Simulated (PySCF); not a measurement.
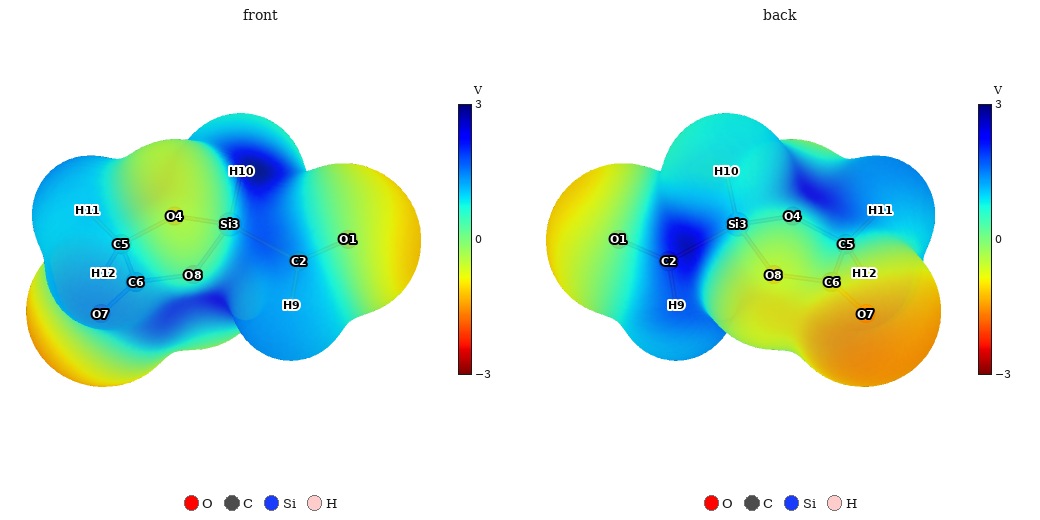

*C₃H₄O₄Si. The electrostatic potential painted on the density surface at 0.002 e/bohr³, seen from the front and from behind; red is negative and blue positive.*

Geometry: GFN2-xTB.

All numbers below come from PySCF 2.14.0, CAM-B3LYP/def2-SVPD, SCF density, gas phase.

Input

```
{"job": {"kind": "uv", "xc": "CAM-B3LYP", "basis": "def2-SVPD", "nstates": 8, "ntriplets": 3}, "charge": 0, "multiplicity": 1}
O      3.396962     0.632552    -0.364591
C      2.388393    -0.006346    -0.241046
Si     0.638840     0.774194    -0.202123
O     -0.171327     0.331145     1.148972
C     -1.392565    -0.285172     0.854322
C     -1.456978    -0.535922    -0.650171
O     -2.336186    -1.091639    -1.229102
O     -0.374025    -0.032602    -1.245481
H      2.454370    -1.112383    -0.135003
H      0.552995     2.190583    -0.503131
H     -2.224957     0.363865     1.142198
H     -1.474322    -1.228960     1.399128
```

Launched as:

```sh
OMP_NUM_THREADS=1 python probes_run.py task.json out
```

Question: Which sites attract a positive test charge, and which a negative one?

Answer: A positive charge is drawn to the negative regions and a negative charge to the positive ones. The most negative region (about −1.6 V) lies over O7, the most positive (about +2.8 V) over Si3. O7 is the likeliest acceptor of a hydrogen bond.

Question: What dipole moment does the calculation give?

Answer: Its dipole moment is 2.19 D.
